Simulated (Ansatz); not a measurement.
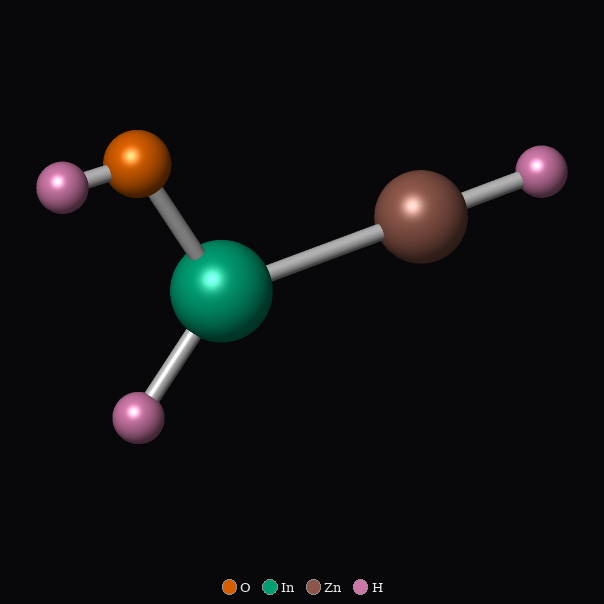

A ball-and-stick model of a molecule. Every bond is drawn as one stick, whatever its order.

Question: Count the atoms of each element.

Answer: H₃InOZn, 6 atoms: 3 hydrogen, 1 indium, 1 oxygen and 1 zinc.

Question: How many sets of symmetry-equivalent atoms are there?

Answer: 6: 1 O, 1 In, 1 Zn, 1 H, 1 H, 1 H.

Question: Which point group does it belong to?

Answer: Cs.

Question: What is its SMILES?

Answer: [OH][InH][ZnH]

The parts below concern this one geometry. Atoms keep their numbers from picture to picture. The computed structure is the end point of a PBE0-D4/def2-TZVP optimisation.

## Shape

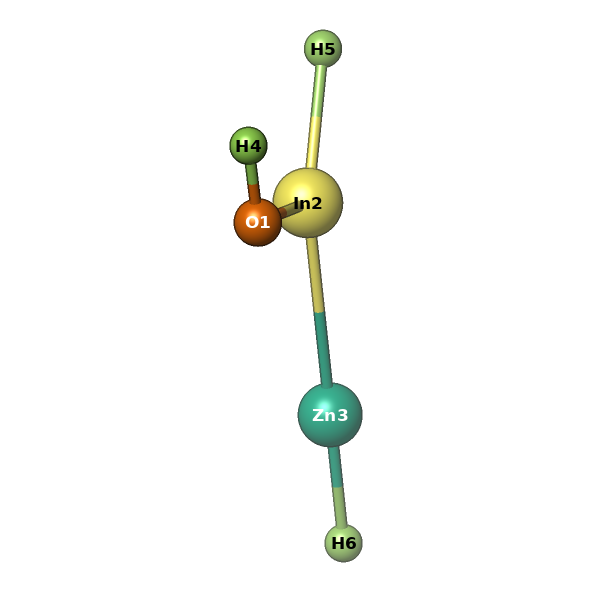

In2 lies behind O1. The molecule seen a little off the O1–In2 bond, O1 in front. Atoms fade into the background with distance from the viewer.

Question: What is the torsion angle H4–O1–In2–Zn3? The sign is positive where the front bond must turn clockwise to cover the back bond.

Answer: 180°, antiperiplanar (anti).

## Charges

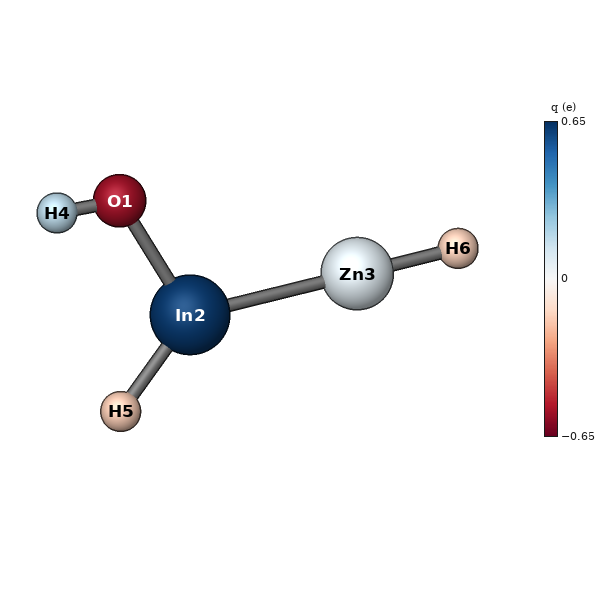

Atoms are coloured by their Mulliken charges. Method: RKS B3LYP-D4/def2-TZVPP, core potentials on In (Ansatz 0.2.0).

List the Mulliken charges.

| atom | value (e) |
| --- | --- |
| O1 | −0.55 |
| In2 | 0.62 |
| Zn3 | 0.07 |
| H4 | 0.17 |
| H5 | −0.16 |
| H6 | −0.15 |

## Vibrations

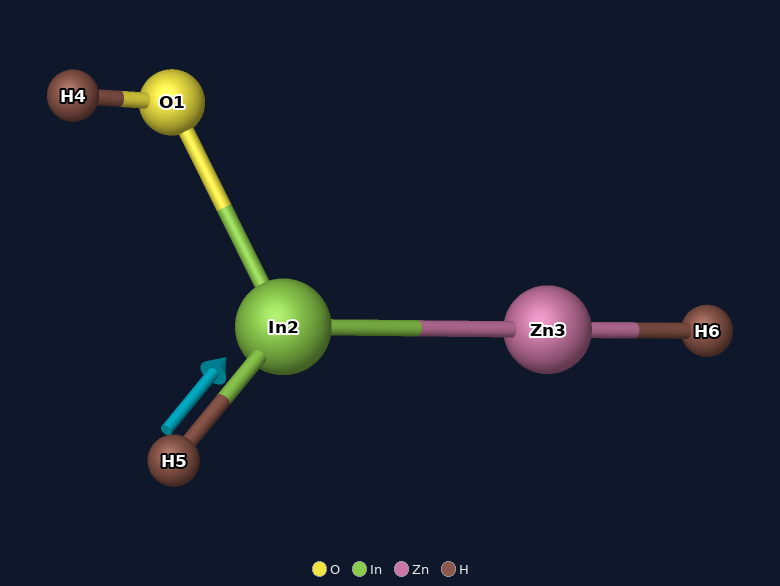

The arrows show one normal mode. Harmonic vibrations computed with RKS PBE0-D4/def2-TZVP, core potentials on In (Ansatz 0.2.0) at a stationary point of the same level.

Question: Describe the motion.

Answer: Mostly In–H stretching.

Question: Estimate its harmonic wavenumber.

Answer: 1755 cm⁻¹; it is mode 10 of 12 counted from the lowest.

## Dipole moment

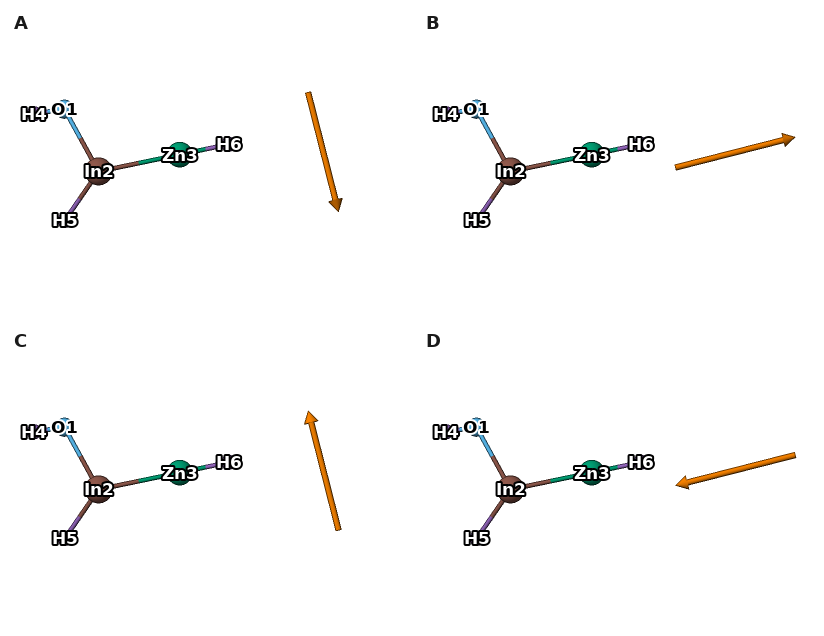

The same molecule four times, each with an arrow. Level of theory: RKS B3LYP-D4/def2-TZVPP, core potentials on In (Ansatz 0.2.0).

Question: Which arrow points along the dipole moment, from the negative to the positive end?

Answer: A. The dipole moment is 1.67 D; it points from the side of O1, H4 to the side of H5 (the outermost atoms at the two ends).

Mulliken values depend strongly on the basis set and can even reverse the polarity of a bond.
